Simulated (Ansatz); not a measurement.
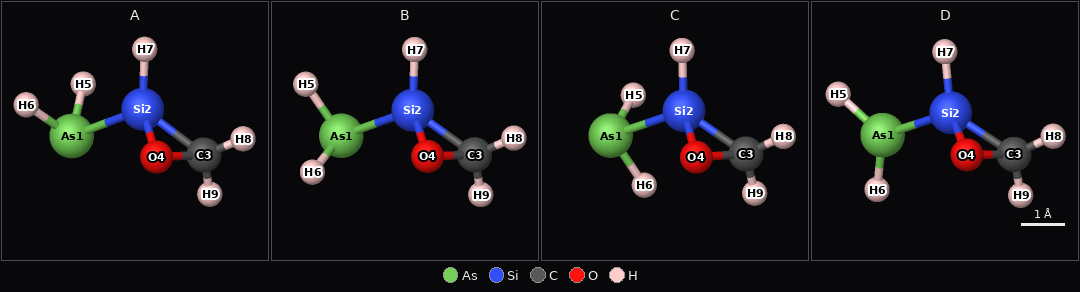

4 geometries from a converged minimum-energy path of CH$_{5}$AsOSi, shuffled. The picture is a ball-and-stick view, seen at a tilt.

These are results of RKS B3LYP/def2-SVP (Ansatz 0.2.0), not measurements. Set-up: 7 movable images; climbing image; force threshold 0.03 eV/Å; iteration limit 60; starting path through a guess of the saddle point.

**Which frame is the transition state?**

D. In order along the path, whose images run from 0 to 8: A (image 0, 0.0 kJ/mol), B (image 2, +3.1 kJ/mol), D (image 4, +120.7 kJ/mol), C (image 8, +0.5 kJ/mol). The motion is an umbrella inversion at As1. No bond forms or breaks between the ends. Bond angles that change up to the highest image, for instance: Si2–As1–H6 92.1° → 125.9°, Si2–As1–H5 91.4° → 122.0°.

Cost: 4.8 min on 2 threads of Intel(R) Xeon(R) 6975P-C (Granite Rapids) (shared host), peak memory 0.28 GiB.
